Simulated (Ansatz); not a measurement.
The calculation's input:

```
basis:
  gaussian: {orbitals: def2-TZVPD}
crystal:
  periodic: [false, false, false]
  atoms:
    - {symbol: F, position_ang: [0.774826, -0.142747, 1.413713]}
    - {symbol: O, position_ang: [-0.965861, 0.439098, -0.521132]}
    - {symbol: Si, position_ang: [-2.575493, -0.011204, -0.392653]}
    - {symbol: Si, position_ang: [0.457266, 0.884357, 0.205824]}
    - {symbol: H, position_ang: [-2.753318, 0.219546, 1.126205]}
    - {symbol: H, position_ang: [1.542369, 0.726132, -0.816007]}
total_charge: 0
magnetization: {spin_polarized: true, initial_magnetization: 1}
hamiltonian: {xc: {name: PBE0}}
output: {forces: true, orbitals: {seedname: orbitals}}
```

Run with:

```sh
ansatz run input.yaml --threads 1 --pin off --max-ram 2610MiB --events-out events.jsonl --progress --plain --runs-dir runs
```

Geometry: B3LYP/6-31G*.

Level of theory: isolated molecule in a Gaussian basis; Kohn-Sham density functional theory, functional PBE0 (Ansatz).

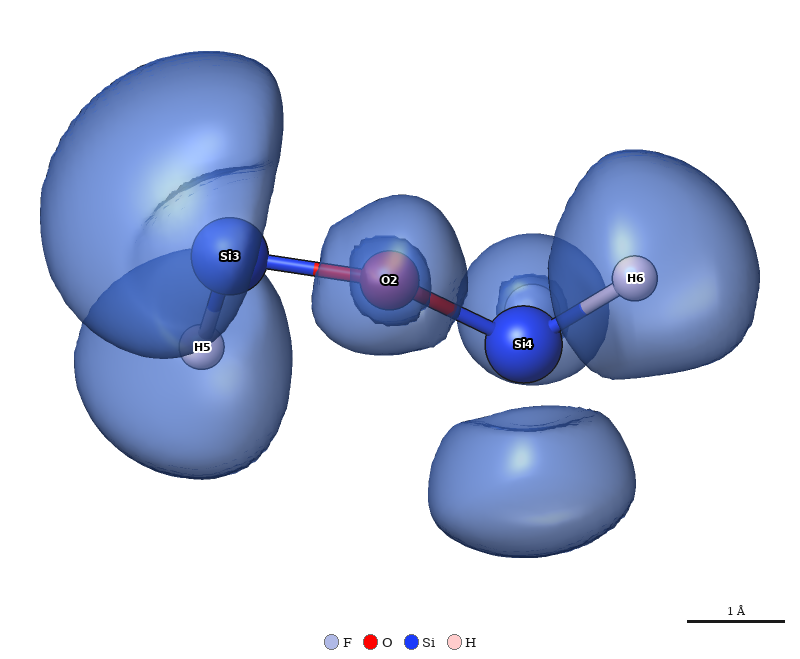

FH$_{2}$OSi$_{2}$ (doublet). Isosurface of the electron localisation function at 0.75 (blue), seen from one side. Core shells and regions of very low density are left out.

### Identify the bonds, lone pairs and shells in this picture.

The surface consists of two regions around hydrogen nuclei, two lobes on Si, pointing away from the bonds (non-bonding electrons), one region wrapped around F (its lone pairs, merged into a ring or cap) and one region wrapped around O (its lone pairs, merged into a ring or cap). Along the contacts the grid gives the following. Si–F (1.62 Å): the ELF peaks at about 0.85 in the valence shell of F, 0.6 Å from its nucleus, and is about 0.55 at the midpoint. Si–O (1.66 Å): the ELF peaks at about 0.85 between the atoms; a polar covalent bond.
